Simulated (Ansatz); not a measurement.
The figure comes from a scan of ZnS (zinc blende): a phonon pattern at Γ is frozen into a 2-atom cell, Q being the largest atomic displacement. Calculation: PBE (plane waves to 420 eV, PAW, scalar-relativistic; Ansatz, an electronic-structure program). k mesh 10×10×10 (Γ-centred), Fermi-Dirac smearing 0.05 eV. The PAW data are Ansatz's earlier set. ZnS was relaxed with its symmetry unable to fall. 

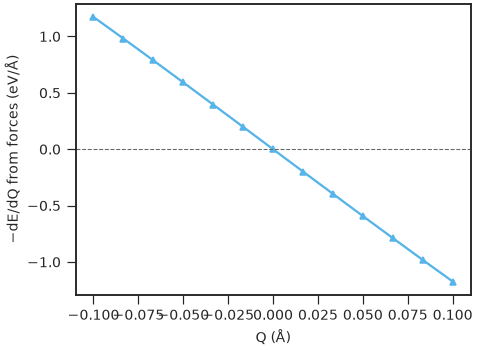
Figure. −dE/dQ from forces (eV/Å) against Q (Å); markers are the computed points, lines only join them.

Question: Turn the plot into a table (rounded to what can be read).

Answer: To the nearest 0.05:

| Q (Å) | −dE/dQ from forces (eV/Å) |
|---|---|
| -0.100 | 1.15 |
| -0.083 | 1.00 |
| -0.067 | 0.80 |
| -0.050 | 0.60 |
| -0.033 | 0.40 |
| -0.017 | 0.20 |
| 0.000 | 0.00 |
| 0.017 | -0.20 |
| 0.033 | -0.40 |
| 0.050 | -0.60 |
| 0.067 | -0.80 |
| 0.083 | -1.00 |
| 0.100 | -1.15 |

(A displaced cell: forces are minus the slopes of the energy, force constants its curvatures, and phonons follow from these.)
